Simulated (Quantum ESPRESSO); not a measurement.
# Voltage at the next charge: Zn(0001), 4 layers against an electrode

Method. Quantum ESPRESSO 7.5, PBEsol, GBRV ultrasoft; ESM with bc3, a metal electrode 4.99 Å above the top atoms; cell area 6.128 Å²; ions fixed. V is the potential energy of an electron at the electrode over the slab's Fermi level, divided by e, so that it equals the work function at zero charge; positive charge removes electrons.

| charge (e a cell) | V (V) |
| --- | --- |
| 0 | 3.958 |
| 0.0092 | 4.917 |
| 0.0184 | 5.889 |

**Question.** What is V at a charge of 0.0368 e, and what capacitance do the rows imply?

By hand: The last two rows give dV/dq = (5.889 − 4.917)/(0.0184 − 0.0092) = 105.7 V/e, so C = 1602/(6.128 × 105.7) = 2.47 µF/cm², an effective gap of 8.854/2.47 = 3.58 Å. At constant C, V = 5.889 + 105.7 × 0.0184 = 7.83 V.

What the calculation gave: V = 7.868 V; the estimate misses by −0.03 V, 1.8 % of the step. Over the three intervals C goes 2.51, 2.47 and 2.43 µF/cm²: it falls as electrons leave, the surface charge drawing back towards the atoms.

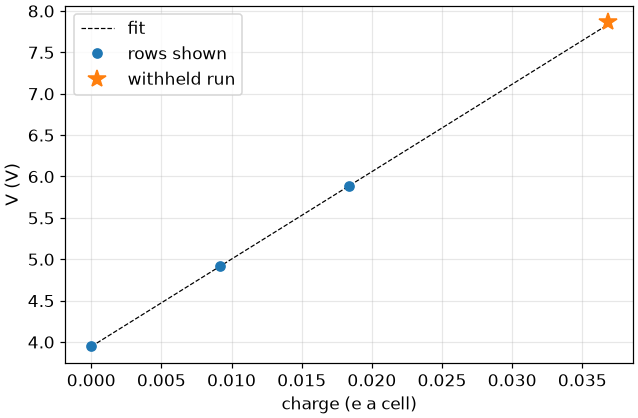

The rows shown, the fit and the withheld run.

Caveats: Vacuum fills the gap; a dielectric or electrolyte would change C. The slab is thin.
